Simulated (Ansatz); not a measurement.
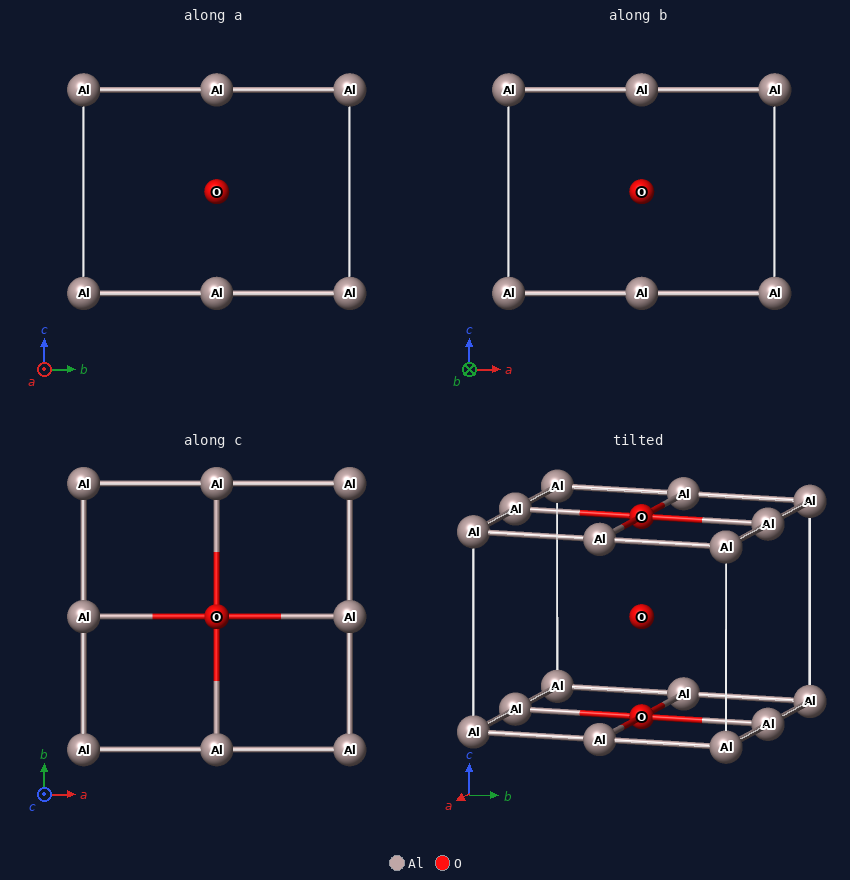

Drawn in the ball-and-stick manner and seen along the a axis, along the b axis, along the c axis and slightly off an axis. One conventional unit cell is outlined, and atoms on its boundary appear in each equivalent place.

Lattice parameters: a = 4.800 Å, b = 4.800 Å, c = 3.671 Å, α = 90.00°, β = 90.00°, γ = 90.00°. Put a along x and b in the xy plane.

> Convert the drawing into a POSCAR file.

```
Al O
1.0
     4.800    0.000    0.000
     0.000    4.800    0.000
     0.000    0.000    3.671
Al O
3 2
Direct
  0.0000 0.5000 0.0000
  0.5000 0.0000 0.0000
  0.0000 0.0000 0.0000
  0.5000 0.5000 0.5000
  0.5000 0.5000 0.0000
```

The structure comes from a structure type filled with these elements by a generator (whether the compound takes this form wasn't checked). Relaxation method: DFT PBE, scalar-relativistic, plane waves, PAW in Ansatz.
